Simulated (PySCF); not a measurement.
**C$_{5}$H$_{13}$NOSi$_{2}$: density, localisation and related maps**

Input file:

```
{"job": {"kind": "nmr", "xc": "PBE0", "basis": "pcSseg-1"}, "charge": 0, "multiplicity": 1}
C     -3.328986     1.076051    -1.051118
C     -2.422345     0.380598    -0.066731
O     -2.571672     0.413271     1.140112
N     -1.384503    -0.313187    -0.563071
Si    -0.431003    -1.076545     0.703837
C      1.131835    -1.799398    -0.139448
Si     2.247634    -0.467298     0.670607
C      2.940980     0.799285    -0.563093
C      0.700769     0.150243     1.630593
H     -3.729780     0.354944    -1.760691
H     -4.146190     1.555868    -0.520788
H     -2.765863     1.827917    -1.601234
H     -1.236641    -0.366861    -1.556771
H     -1.280815    -2.024273     1.414486
H      1.138734    -1.834438    -1.224853
H      1.351671    -2.804391     0.204142
H      3.323443    -0.996715     1.520572
H      3.680989     0.346209    -1.215123
H      2.153261     1.210138    -1.187544
H      3.421023     1.625191    -0.047985
H      0.448883     1.200466     1.515300
H      0.748164    -0.039257     2.697953
```

Launched as:

```sh
OMP_NUM_THREADS=1 python probes_run.py task.json out
```

Geometry: GFN2-xTB.

All numbers below come from PySCF 2.14.0, PBE0/pcSseg-1, SCF density, gas phase, non-relativistic.

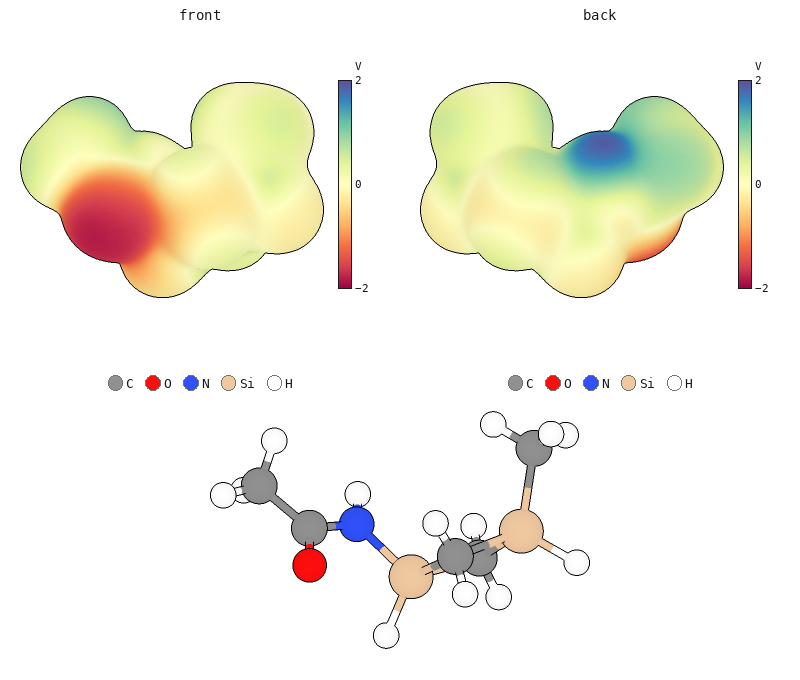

Figure 1. The electrostatic potential painted on the density surface at 0.001 e/bohr³, seen from the front and from behind; the colour scale runs from red (negative) to blue (positive). The bare structure is drawn below in the same view.

### Which sites attract a positive test charge, and which a negative one?

A positive charge is drawn to the negative regions and a negative charge to the positive ones. The most negative region (about −1.8 V) lies over O3, the most positive (about +1.8 V) over H13. O3 is the likeliest acceptor of a hydrogen bond.

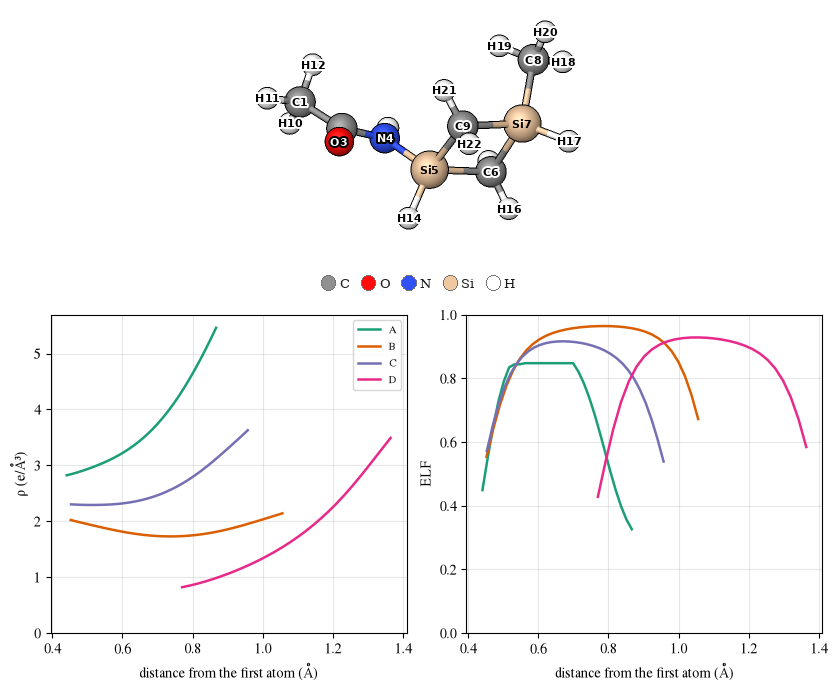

Figure 2. Total electron density and electron localisation function along straight lines between neighbouring atoms. The curves leave out the atomic cores. The structure is drawn too.

### Which curve belongs to which contact (C–C, C–N, C–O and Si–N)? The first atom named is at distance zero.

Curve A: C–O (1.22 Å): ρ at the midpoint is about 3.3 e/Å³; the ELF peaks at about 0.85 between the atoms (a short, multiple covalent bond). Curve B: C–C (1.51 Å): ρ is about 1.7 e/Å³ halfway; the ELF peaks at about 0.95 between the atoms: a covalent bond. Curve C: C–N (1.34 Å): ρ at the midpoint is about 2.4 e/Å³; the ELF peaks at about 0.90 between the atoms; a covalent bond. Curve D: Si–N (1.76 Å): the density is about 1 e/Å³ at the midpoint; the ELF peaks at about 0.95 between the atoms; a shared but strongly polarised pair.
